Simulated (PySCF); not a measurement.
Cl3La, SMILES [Cl][La]([Cl])[Cl] at its CAM-B3LYP/def2-SVP optimised geometry (Å):

```
4

La    -0.6449    -0.0087     0.0000
Cl     1.9680    -0.0087     0.0000
Cl    -1.9680    -2.2636     0.0009
Cl    -1.9333     2.2636     0.0000
```

Calculation: CAM-B3LYP/def2-TZVP, def2 effective core potentials past Kr (PySCF). The core electrons that the potentials of La replace are not part of the density. Cells within 0.4 Å of a nucleus heavier than hydrogen are left out (blank, or x).

Map of the electron localisation function on the plane z = 0.0 Å:

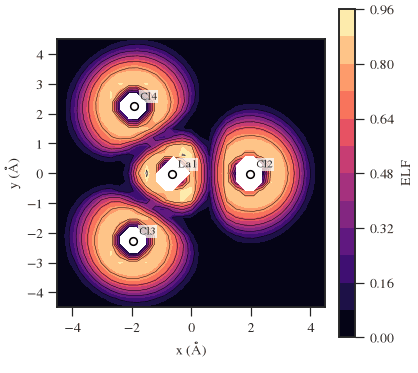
Figure. Electron localisation function on the plane z = 0.0 Å.
